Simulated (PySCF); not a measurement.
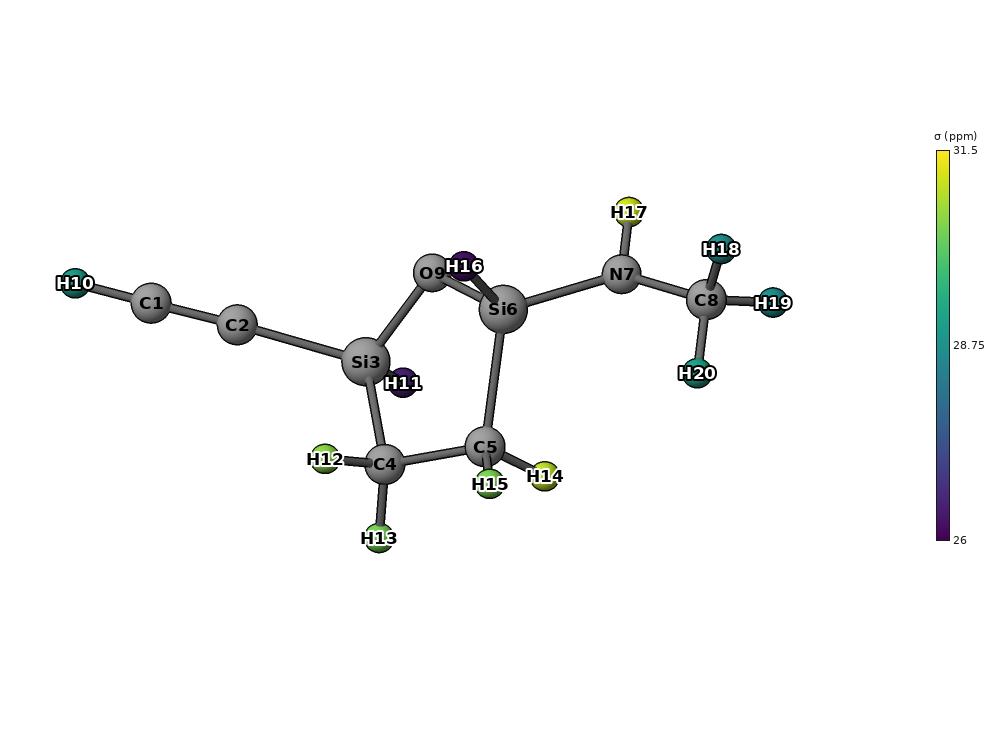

Atoms are coloured by their isotropic NMR shieldings (H only, the others grey). The geometry was computed by an optimisation with PBE0-D3(BJ)/def2-SVP. No frequency run is at hand to confirm it as a minimum. Method: GIAO ωB97X-D/pcSseg-1 NMR shielding, non-relativistic, gas phase (PySCF 2.14.0).

Give the isotropic NMR shieldings of the H atoms atom by atom.

```csv
atom,σ (ppm)
H10,29.02
H11,26.51
H12,30.53
H13,30.36
H14,30.94
H15,30.39
H16,26.24
H17,31.08
H18,28.75
H19,28.72
H20,29.17
```
